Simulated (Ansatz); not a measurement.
# Ge12H22 bond rod (Ge12NH23): single points with varied inputs

How do the results and run time of Ge12H22 bond rod (Ge12NH23) respond when the settings are drawn wide?

Program: Ansatz 0.2.0, Gaussian basis. Level of theory: the settings change from run to run. These are calculated values, not measurements.

**1. The relaxed structure**

The structure was relaxed beforehand with PBE-D4/def2-SVP.

36 atoms, charge 0, spin multiplicity 1.

Atoms are counted from 1 here; the program's logs count them from 0.

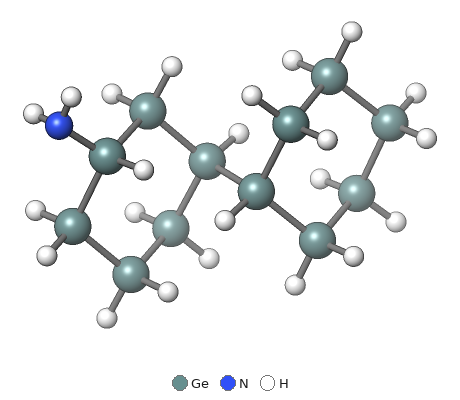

The structure; germanium teal, nitrogen blue, hydrogen white.

Coordinates:

```xyz
36
charge 0, multiplicity 1
Ge   -1.95952    0.56798   -3.57873
Ge   -2.06701    0.45084    1.70666
Ge    0.88674   -2.30312   -3.62657
Ge    0.77352   -2.40179    1.77492
Ge    0.90000    0.51394   -0.87826
Ge    0.83401    0.58651    4.45430
Ge   -0.61356   -0.92134   -4.97527
Ge   -0.60700   -0.97198    0.35280
Ge   -0.48232    1.99107   -2.25122
Ge   -0.65908    1.94236    3.06822
Ge    2.34225   -0.86764   -2.28796
Ge    2.19830   -0.94473    3.12224
N    -1.54682    3.11737    4.22433
H    -2.83959   -0.27871   -2.61620
H    -2.91131    1.41991   -4.46839
H    -2.97345   -0.41783    2.63089
H    -3.00985    1.26252    0.76624
H     0.04540   -3.19740   -2.67254
H     1.71984   -3.24173   -4.54743
H    -0.10499   -3.28777    2.70486
H     1.64315   -3.34285    0.89077
H     1.73956    1.33575    0.14704
H    -0.04275   -0.26500    5.42049
H     1.73925    1.50044    5.32953
H    -1.52978   -1.81578   -5.86066
H     0.25131   -0.04653   -5.92919
H    -1.41613   -1.82270   -0.67349
H    -1.30921    2.94350   -1.33856
H     0.39124    2.86631   -3.19602
H    -2.14299    3.77909    3.70993
H    -2.15765    2.61541    4.88171
H     0.16622    2.85242    2.11263
H     3.29135   -1.72369   -1.39940
H     3.21983    0.00941   -3.22727
H     3.11775   -1.78119    4.05910
H     3.11334   -0.12299    2.17046
```

**2. B97/cc-pVDZ**

Set apart from the defaults: density fitting with def2-universal-jkfit, the search for lower states set to off.

File in.yaml:

```yaml
crystal:
  periodic: [false, false, false]
  atoms:
    - {symbol: Ge, position_ang: [-1.959521, 0.567982, -3.578728]}
    - {symbol: Ge, position_ang: [-2.067010, 0.450837, 1.706664]}
    - {symbol: Ge, position_ang: [0.886740, -2.303124, -3.626571]}
    - {symbol: Ge, position_ang: [0.773518, -2.401793, 1.774917]}
    - {symbol: Ge, position_ang: [0.899996, 0.513936, -0.878256]}
    - {symbol: Ge, position_ang: [0.834006, 0.586508, 4.454297]}
    - {symbol: Ge, position_ang: [-0.613561, -0.921337, -4.975271]}
    - {symbol: Ge, position_ang: [-0.606998, -0.971981, 0.352802]}
    - {symbol: Ge, position_ang: [-0.482319, 1.991067, -2.251218]}
    - {symbol: Ge, position_ang: [-0.659081, 1.942356, 3.068225]}
    - {symbol: Ge, position_ang: [2.342245, -0.867645, -2.287964]}
    - {symbol: Ge, position_ang: [2.198297, -0.944734, 3.122240]}
    - {symbol: N, position_ang: [-1.546825, 3.117368, 4.224326]}
    - {symbol: H, position_ang: [-2.839586, -0.278712, -2.616199]}
    - {symbol: H, position_ang: [-2.911314, 1.419912, -4.468387]}
    - {symbol: H, position_ang: [-2.973451, -0.417831, 2.630894]}
    - {symbol: H, position_ang: [-3.009850, 1.262525, 0.766242]}
    - {symbol: H, position_ang: [0.045400, -3.197401, -2.672544]}
    - {symbol: H, position_ang: [1.719838, -3.241732, -4.547431]}
    - {symbol: H, position_ang: [-0.104987, -3.287772, 2.704860]}
    - {symbol: H, position_ang: [1.643151, -3.342845, 0.890765]}
    - {symbol: H, position_ang: [1.739557, 1.335751, 0.147044]}
    - {symbol: H, position_ang: [-0.042754, -0.265004, 5.420490]}
    - {symbol: H, position_ang: [1.739253, 1.500436, 5.329533]}
    - {symbol: H, position_ang: [-1.529775, -1.815777, -5.860657]}
    - {symbol: H, position_ang: [0.251307, -0.046529, -5.929195]}
    - {symbol: H, position_ang: [-1.416131, -1.822703, -0.673494]}
    - {symbol: H, position_ang: [-1.309211, 2.943499, -1.338559]}
    - {symbol: H, position_ang: [0.391243, 2.866313, -3.196020]}
    - {symbol: H, position_ang: [-2.142994, 3.779093, 3.709934]}
    - {symbol: H, position_ang: [-2.157646, 2.615414, 4.881711]}
    - {symbol: H, position_ang: [0.166222, 2.852415, 2.112629]}
    - {symbol: H, position_ang: [3.291353, -1.723692, -1.399397]}
    - {symbol: H, position_ang: [3.219830, 0.009408, -3.227272]}
    - {symbol: H, position_ang: [3.117745, -1.781185, 4.059097]}
    - {symbol: H, position_ang: [3.113337, -0.122995, 2.170462]}
basis:
  gaussian: {orbitals: cc-pVDZ, fitting: {mean_field: def2-universal-jkfit}}
hamiltonian: {xc: {name: B97}}
scf: {lower_state_search: off}
output: {forces: true}
```

The run is started by

```
$ ansatz run in.yaml --threads 2 --pin off --events-out ev --progress --plain --max-ram 32768MiB --backend cuda --devices 0, --max-vram 18GiB
```

The log of the run, cut to the lines that bear on the results:

```text
Functional definition: B97
  name "B97"
  cite "Becke, J. Chem. Phys. 107, 8554 (1997) doi:10.1063/1.475007"
[...]
      + integral(e_c_pw_opposite_spin*poly(b97_u_opposite, cos0, cos1, cos2))
[...]
3683 factors; integrals over basis functions are off by at most 3.3e-1 eV
[...]
mean field -680045.04948384 eV, -24991.1946174408 hartree, gradient 8.8e-6 eV, S^2 0.000000; 0 other end points of the search recorded, 0 dependent functions left out
[...]
reference -680045.04953745 eV, -24991.1946194111 hartree; 207, 207 occupied and 246, 246 virtual orbitals, 3683 factors
Total energy: -680045.04953745 eV, -24991.1946194111 hartree
Atom 0 at    -1.959521     0.567982    -3.578728 Å, force    -0.253421     0.039504    -0.058675 eV/Å
Atom 1 at    -2.067010     0.450837     1.706664 Å, force    -0.280287    -0.004219     0.007023 eV/Å
Atom 2 at     0.886740    -2.303124    -3.626571 Å, force     0.036567    -0.253155    -0.061003 eV/Å
Atom 3 at     0.773518    -2.401793     1.774917 Å, force     0.009751    -0.269435     0.021479 eV/Å
Atom 4 at     0.899996     0.513936    -0.878256 Å, force     0.132848     0.125346     0.065386 eV/Å
Atom 5 at     0.834006     0.586508     4.454297 Å, force     0.041474     0.036462     0.241017 eV/Å
Atom 6 at    -0.613561    -0.921337    -4.975271 Å, force    -0.037666    -0.032275    -0.256757 eV/Å
[...]
Atom 21 at     1.739557     1.335751     0.147044 Å, force    -0.052266    -0.049206    -0.086646 eV/Å
Atom 22 at    -0.042754    -0.265004     5.420490 Å, force     0.056573     0.054328    -0.052383 eV/Å
Atom 23 at     1.739253     1.500436     5.329533 Å, force    -0.058371    -0.060271    -0.059790 eV/Å
Atom 24 at    -1.529775    -1.815777    -5.860657 Å, force     0.059688     0.058896     0.056993 eV/Å
Atom 25 at     0.251307    -0.046529    -5.929195 Å, force    -0.058633    -0.058927     0.052580 eV/Å
Atom 26 at    -1.416131    -1.822703    -0.673494 Å, force     0.044584     0.059278     0.097388 eV/Å
Atom 27 at    -1.309211     2.943499    -1.338559 Å, force     0.059169    -0.051849    -0.070393 eV/Å
Atom 28 at     0.391243     2.866313    -3.196020 Å, force    -0.058365    -0.048672     0.064846 eV/Å
Atom 29 at    -2.142994     3.779093     3.709934 Å, force     0.070037    -0.163284     0.111814 eV/Å
Atom 30 at    -2.157646     2.615414     4.881711 Å, force     0.083520     0.117425    -0.173985 eV/Å
Atom 31 at     0.166222     2.852415     2.112629 Å, force    -0.052044    -0.046858     0.064596 eV/Å
Atom 32 at     3.291353    -1.723692    -1.399397 Å, force    -0.054009     0.061082    -0.068168 eV/Å
Atom 33 at     3.219830     0.009408    -3.227272 Å, force    -0.049093    -0.058049     0.064274 eV/Å
Atom 34 at     3.117745    -1.781185     4.059097 Å, force    -0.056514     0.052256    -0.063786 eV/Å
Atom 35 at     3.113337    -0.122995     2.170462 Å, force    -0.044469    -0.059954     0.074578 eV/Å
Dipole moment:    -0.227673     0.059562     0.044900 e Å
Checks for a lower state left out: stability, starts, cluster_reference, orbital_swaps, neighbouring_geometries, increment
```

It took 10 s on 1 × H100 (card shared with other runs) with 2 threads of AMD EPYC 7R13, shared host; peak host memory 2.8 GiB.

Largest force 0.280 eV/Å, dipole 1.15 D.

**3. PBE/def2-mTZVP**

This run has density fitting with def2-universal-jkfit.

Changes to in.yaml since step 2:

```diff
@@ -40,5 +40,4 @@
 basis:
-  gaussian: {orbitals: cc-pVDZ, fitting: {mean_field: def2-universal-jkfit}}
-hamiltonian: {xc: {name: B97}}
-scf: {lower_state_search: off}
+  gaussian: {orbitals: def2-mTZVP, fitting: {mean_field: def2-universal-jkfit}}
+hamiltonian: {xc: {name: PBE}}
 output: {forces: true}
```

The command is unchanged.

The log of the run, cut to the lines that bear on the results:

```text
Functional definition: PBE
  name "PBE"
  cite "Perdew, Burke & Ernzerhof, Phys. Rev. Lett. 77, 3865 (1996) doi:10.1103/PhysRevLett.77.3865"
  parent pbe
[...]
3683 factors; integrals over basis functions are off by at most 6.3e-1 eV
[...]
mean field -679982.66825671 eV, -24988.9021496274 hartree, gradient 3.4e-5 eV, S^2 0.000000; 0 other end points of the search recorded, 0 dependent functions left out
[...]
reference -679982.66834914 eV, -24988.9021530242 hartree; 207, 207 occupied and 313, 313 virtual orbitals, 3683 factors
Total energy: -679982.66834914 eV, -24988.9021530242 hartree
Atom 0 at    -1.959521     0.567982    -3.578728 Å, force    -0.033291     0.027672    -0.052254 eV/Å
Atom 1 at    -2.067010     0.450837     1.706664 Å, force    -0.077179    -0.011959    -0.007462 eV/Å
Atom 2 at     0.886740    -2.303124    -3.626571 Å, force     0.026576    -0.032622    -0.050232 eV/Å
[...]
Atom 26 at    -1.416131    -1.822703    -0.673494 Å, force    -0.003796     0.002833     0.020801 eV/Å
Atom 27 at    -1.309211     2.943499    -1.338559 Å, force     0.017569     0.002600    -0.022122 eV/Å
Atom 28 at     0.391243     2.866313    -3.196020 Å, force    -0.015290    -0.001303     0.019153 eV/Å
Atom 29 at    -2.142994     3.779093     3.709934 Å, force     0.081778    -0.060324     0.097800 eV/Å
Atom 30 at    -2.157646     2.615414     4.881711 Å, force     0.081979     0.097670    -0.079077 eV/Å
Atom 31 at     0.166222     2.852415     2.112629 Å, force    -0.018943     0.008039     0.003250 eV/Å
Atom 32 at     3.291353    -1.723692    -1.399397 Å, force    -0.000248     0.018345    -0.022359 eV/Å
Atom 33 at     3.219830     0.009408    -3.227272 Å, force    -0.002034    -0.014942     0.018595 eV/Å
Atom 34 at     3.117745    -1.781185     4.059097 Å, force    -0.004998     0.013689    -0.017216 eV/Å
Atom 35 at     3.113337    -0.122995     2.170462 Å, force     0.002220    -0.018843     0.027780 eV/Å
Dipole moment:    -0.236445     0.028768     0.017819 e Å
```

It took 8.5 s on 1 × H100 (card shared with other runs) with 2 threads of AMD EPYC 7R13, shared host; peak host memory 1.1 GiB.

Largest force 0.334 eV/Å, dipole 1.15 D.

**4. PBEsol/def2-SVP**

Options: density fitting with def2-universal-jkfit.

Changes to in.yaml since step 3:

```diff
@@ -40,4 +40,4 @@
 basis:
-  gaussian: {orbitals: def2-mTZVP, fitting: {mean_field: def2-universal-jkfit}}
-hamiltonian: {xc: {name: PBE}}
+  gaussian: {orbitals: def2-SVP, fitting: {mean_field: def2-universal-jkfit}}
+hamiltonian: {xc: {name: PBEsol}}
 output: {forces: true}
```

The command is unchanged.

The log of the run, cut to the lines that bear on the results:

```text
Functional definition: PBEsol
  name "PBEsol"
  cite "Perdew et al., Phys. Rev. Lett. 100, 136406 (2008) doi:10.1103/PhysRevLett.100.136406"
  cite "Perdew, Burke & Ernzerhof, Phys. Rev. Lett. 77, 3865 (1996) doi:10.1103/PhysRevLett.77.3865"
  parent pbesol
[...]
3683 factors; integrals over basis functions are off by at most 3.4e-1 eV
[...]
mean field -679399.85721360 eV, -24967.4842388366 hartree, gradient 3.8e-5 eV, S^2 0.000000; 0 other end points of the search recorded, 0 dependent functions left out
[...]
reference -679399.85729952 eV, -24967.4842419941 hartree; 207, 207 occupied and 306, 306 virtual orbitals, 3683 factors
Total energy: -679399.85729952 eV, -24967.4842419941 hartree
Atom 0 at    -1.959521     0.567982    -3.578728 Å, force     0.155701    -0.004660    -0.016021 eV/Å
[...]
Atom 26 at    -1.416131    -1.822703    -0.673494 Å, force     0.009193     0.012392     0.019698 eV/Å
Atom 27 at    -1.309211     2.943499    -1.338559 Å, force     0.020057    -0.025754    -0.024362 eV/Å
Atom 28 at     0.391243     2.866313    -3.196020 Å, force    -0.022004    -0.026304     0.028873 eV/Å
Atom 29 at    -2.142994     3.779093     3.709934 Å, force    -0.034702     0.066238    -0.053728 eV/Å
Atom 30 at    -2.157646     2.615414     4.881711 Å, force    -0.028701    -0.047988     0.053878 eV/Å
Atom 31 at     0.166222     2.852415     2.112629 Å, force    -0.019463    -0.017784     0.016356 eV/Å
Atom 32 at     3.291353    -1.723692    -1.399397 Å, force    -0.027353     0.021480    -0.025076 eV/Å
Atom 33 at     3.219830     0.009408    -3.227272 Å, force    -0.026371    -0.021852     0.028287 eV/Å
Atom 34 at     3.117745    -1.781185     4.059097 Å, force    -0.029392     0.020342    -0.025553 eV/Å
Atom 35 at     3.113337    -0.122995     2.170462 Å, force    -0.021322    -0.019518     0.023574 eV/Å
Dipole moment:    -0.240431     0.070599     0.059171 e Å
```

Wall time 7 s (1 × H100 (card shared with other runs) with 2 threads of AMD EPYC 7R13, shared host); peak host memory 1.1 GiB.

Largest force 0.302 eV/Å, dipole 1.24 D.

**5. PBE0/def2-mTZVP**

Options: atoms shaken by 0.03 Å, density fitting with def2-universal-jkfit.

File in.yaml:

```yaml
crystal:
  periodic: [false, false, false]
  atoms:
    - {symbol: Ge, position_ang: [-1.991851, 0.584833, -3.632695]}
    - {symbol: Ge, position_ang: [-2.106897, 0.473335, 1.670547]}
    - {symbol: Ge, position_ang: [0.857077, -2.299853, -3.647141]}
    - {symbol: Ge, position_ang: [0.775745, -2.382021, 1.786700]}
    - {symbol: Ge, position_ang: [0.913813, 0.501147, -0.821256]}
    - {symbol: Ge, position_ang: [0.819101, 0.585247, 4.487004]}
    - {symbol: Ge, position_ang: [-0.641530, -0.939625, -4.944558]}
    - {symbol: Ge, position_ang: [-0.602356, -0.952557, 0.325858]}
    - {symbol: Ge, position_ang: [-0.472786, 2.021100, -2.198961]}
    - {symbol: Ge, position_ang: [-0.666524, 1.922854, 3.100739]}
    - {symbol: Ge, position_ang: [2.319935, -0.872094, -2.266555]}
    - {symbol: Ge, position_ang: [2.266750, -0.975189, 3.117644]}
    - {symbol: N, position_ang: [-1.583718, 3.100400, 4.222684]}
    - {symbol: H, position_ang: [-2.823250, -0.288898, -2.653077]}
    - {symbol: H, position_ang: [-2.896686, 1.412634, -4.528062]}
    - {symbol: H, position_ang: [-2.983915, -0.362804, 2.618866]}
    - {symbol: H, position_ang: [-2.900276, 1.238192, 0.775785]}
    - {symbol: H, position_ang: [0.040821, -3.205704, -2.727159]}
    - {symbol: H, position_ang: [1.725792, -3.223047, -4.558751]}
    - {symbol: H, position_ang: [-0.120476, -3.310492, 2.683870]}
    - {symbol: H, position_ang: [1.636115, -3.374264, 0.901595]}
    - {symbol: H, position_ang: [1.780828, 1.312924, 0.142373]}
    - {symbol: H, position_ang: [-0.038084, -0.269629, 5.406034]}
    - {symbol: H, position_ang: [1.692452, 1.491623, 5.339956]}
    - {symbol: H, position_ang: [-1.589317, -1.807152, -5.952822]}
    - {symbol: H, position_ang: [0.253238, -0.062151, -5.943118]}
    - {symbol: H, position_ang: [-1.402191, -1.838460, -0.664485]}
    - {symbol: H, position_ang: [-1.351829, 3.011145, -1.325277]}
    - {symbol: H, position_ang: [0.400560, 2.796440, -3.197434]}
    - {symbol: H, position_ang: [-2.146988, 3.721674, 3.701418]}
    - {symbol: H, position_ang: [-2.198667, 2.612427, 4.905861]}
    - {symbol: H, position_ang: [0.250902, 2.844166, 2.123760]}
    - {symbol: H, position_ang: [3.228349, -1.735386, -1.398058]}
    - {symbol: H, position_ang: [3.175291, -0.015788, -3.218537]}
    - {symbol: H, position_ang: [3.159584, -1.793243, 4.051326]}
    - {symbol: H, position_ang: [3.131508, -0.198060, 2.163089]}
basis:
  gaussian: {orbitals: def2-mTZVP, fitting: {mean_field: def2-universal-jkfit}}
hamiltonian: {xc: {name: PBE0}}
scf: {omitted_lower_state_checks: [starts]}
```

Launched as before.

The log of the run, cut to the lines that bear on the results:

```text
Functional definition: PBE0
  name "PBE0"
  cite "Adamo & Barone, J. Chem. Phys. 110, 6158 (1999) doi:10.1063/1.478522"
  cite "Perdew, Burke & Ernzerhof, Phys. Rev. Lett. 77, 3865 (1996) doi:10.1103/PhysRevLett.77.3865"
  parent pbe
[...]
3683 factors; integrals over basis functions are off by at most 7.2e-1 eV
[...]
mean field -680000.54624699 eV, -24989.5591536520 hartree, gradient 4.3e-5 eV, S^2 0.000000; 0 other end points of the search recorded, 0 dependent functions left out
reference -680000.54631702 eV, -24989.5591562257 hartree; 207, 207 occupied and 313, 313 virtual orbitals, 3683 factors
Total energy: -680000.54631702 eV, -24989.5591562257 hartree
Checks for a lower state left out: starts
```

It took 7.5 s on 1 × H100 (card shared with other runs) with 2 threads of AMD EPYC 7R13, shared host; peak host memory 1.1 GiB.

**6. All runs side by side**

```
          level  charge  multiplicity  geometry  functions  energy (eV)   time
    B97/cc-pVDZ       0             1   relaxed        453  -680045.050   10 s
 PBE/def2-mTZVP       0             1   relaxed        520  -679982.668  8.5 s
PBEsol/def2-SVP       0             1   relaxed        513  -679399.857    7 s
PBE0/def2-mTZVP       0             1    shaken        520  -680000.546  7.5 s
```

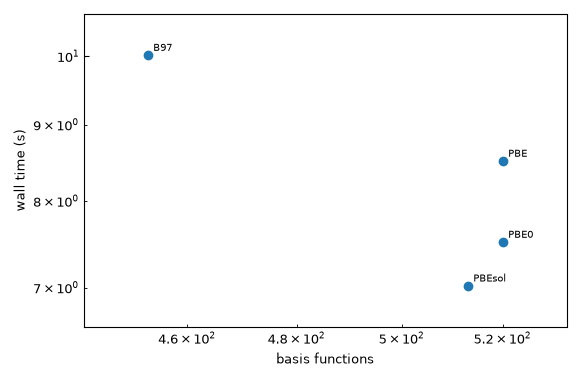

Wall time against the number of basis functions (shared host).

**7. What came out**

| quantity | value |
| --- | --- |
| runs | 4 |
| quickest | PBEsol/def2-SVP, 7 s |
| slowest | B97/cc-pVDZ, 10 s |
| spread of total energies, same state and geometry | 645.2 eV |
| dipole, same state and geometry | 1.15 to 1.24 D |

The times lie within a factor of two. The totals spread over 645 eV; they can't be compared across methods or bases. At the PBE-D4/def2-SVP geometry and in the same state, the sound runs without point charges leave forces up to 0.33 eV/Å (PBE/def2-mTZVP). At that geometry and state the dipole changes by 8 % between the lowest and highest value.
